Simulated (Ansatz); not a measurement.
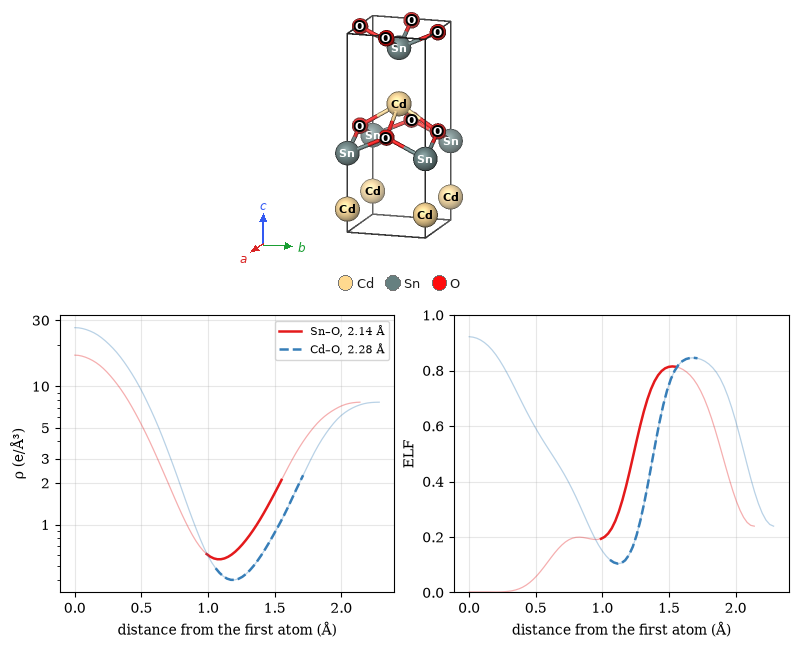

The picture shows: CdSnO2. Valence charge density (pseudo) and ELF along straight lines between neighbouring atoms. Thin, pale parts lie inside the atomic spheres. The structure is drawn too.

Space group I4mm; a generated structure, not necessarily the stable one; changed on purpose from its base cell (volume × 0.97, shape and atoms relaxed); computed pressure about 2 GPa in this cell.

Computed with DFT PBE, scalar-relativistic, plane waves, PAW in Ansatz.

In a PAW calculation such maps are meaningful between the atoms, not at the nuclei.

The calculation's input:

```
crystal:
  lattice:
    - [-1.9418059602, 1.9418059602, 4.8261367944]
    - [1.9418059602, -1.9418059602, 4.8261367944]
    - [1.9418059602, 1.9418059602, -4.8261367944]
  atoms:
    - { symbol: Cd, position: [0.114226576, 0.114226576, 0.0] }
    - { symbol: Sn, position: [0.3990928937, 0.3990928937, 0.0] }
    - { symbol: O, position: [0.9915004943, 0.4915004943, 0.5] }
    - { symbol: O, position: [0.4915004943, 0.9915004943, 0.5] }
basis:
  ecutwfc: 420
kpoints:
  mp_grid: { grid: [10, 10, 10] }
hamiltonian:
  xc: pbe
scf:
  occupations: { method: gaussian, width: 0.02 }
output:
  forces: true
  stress: true
  eigenvalues: true
  write_density: true
  write_potential: true
  elf: true
  volumetric_format: npy
relax:
  adjacent_minimum: "off"
  f_tol: 0.01
  max_steps: 30
  cell: { stress_tol: 0.1, fix: [volume] }
```

Launched as:

```sh
ansatz run input.yaml --threads 1 --pin off --max-ram 2560MiB --backend cpu --events-out ev --progress --plain --runs-dir out
```

Below, planes, directions and counts refer to the conventional cell (a = 3.88 Å, b = 3.88 Å, c = 9.67 Å, α = 90.00°, β = 90.00°, γ = 90.00°).

The fields are those of the run's last geometry, not of the input's.

> Compare the contacts.

Sn–O (2.14 Å): ρ at the midpoint is about 0.56 e/Å³; the ELF peaks at about 0.80 in the valence shell of O, 0.6 Å from its nucleus, and is about 0.25 at the midpoint: no shared electron pair shows on this line.
Cd–O (2.28 Å): ρ is about 0.41 e/Å³ halfway; the ELF peaks at about 0.85 in the valence shell of O, 0.6 Å from its nucleus, and drops to about 0.10 between the two atoms (no shared electron pair shows on this line).
